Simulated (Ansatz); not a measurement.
**Ligand exchange: InH2I + HOI → InH2(OH) + I2**

Species: InH2I `[InH2][I]`, singlet; HOI (hypoiodous acid) `OI`, singlet; InH2(OH), singlet; I2 (iodine), singlet. The partners trade I for OH: In–I and I–OH bonds give way to In–OH and I–I.

Shapes, held fixed at every level: PBE0-D4/def2-TZVP. Programs: Ansatz 0.2.0. The zero-point and thermal change to 298 K, harmonic and unscaled (PBE0-D4/def2-TZVP), is +0.6 kJ/mol.

```json
{"level": "HF/def2-TZVPP", "kind": "Hartree–Fock", "ΔH(298 K) (kJ/mol)": "-25.0", "less CCSD(T)/def2-TZVPP": "+3.0"}
{"level": "r2SCAN-D4/def2-TZVPP", "kind": "meta-GGA", "ΔH(298 K) (kJ/mol)": "-30.6", "less CCSD(T)/def2-TZVPP": "-2.6"}
{"level": "PBE0-D4/def2-TZVPP", "kind": "global hybrid", "ΔH(298 K) (kJ/mol)": "-29.7", "less CCSD(T)/def2-TZVPP": "-1.7"}
{"level": "wB97X-V/def2-TZVPP", "kind": "range-separated hybrid", "ΔH(298 K) (kJ/mol)": "-29.6", "less CCSD(T)/def2-TZVPP": "-1.6"}
{"level": "B2PLYP/def2-TZVPP", "kind": "double hybrid", "ΔH(298 K) (kJ/mol)": "-31.8", "less CCSD(T)/def2-TZVPP": "-3.8"}
{"level": "CCSD(T)/def2-SVP", "kind": "coupled cluster or CI", "ΔH(298 K) (kJ/mol)": "-27.4", "less CCSD(T)/def2-TZVPP": "+0.6"}
{"level": "CCSD/def2-TZVPP", "kind": "coupled cluster or CI", "ΔH(298 K) (kJ/mol)": "-27.9", "less CCSD(T)/def2-TZVPP": "+0.1"}
{"level": "CCSD(T)/def2-TZVPP", "kind": "coupled cluster or CI", "ΔH(298 K) (kJ/mol)": "-28.0", "less CCSD(T)/def2-TZVPP": "0.0"}
```

The highest level, CCSD(T)/def2-TZVPP, gives ΔH(298 K) = -28.0 kJ/mol; the levels span -31.8 to -25.0. The column of differences is taken from that level and isn't an error. No measured value is set beside it here. For atoms past krypton def2 sets carry core potentials with scalar relativity. Outer-core shells of I, In are correlated, in sets that cover them unevenly.

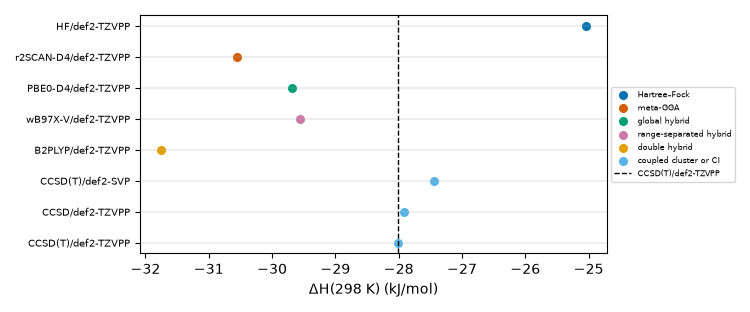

The values of the table, level by level.
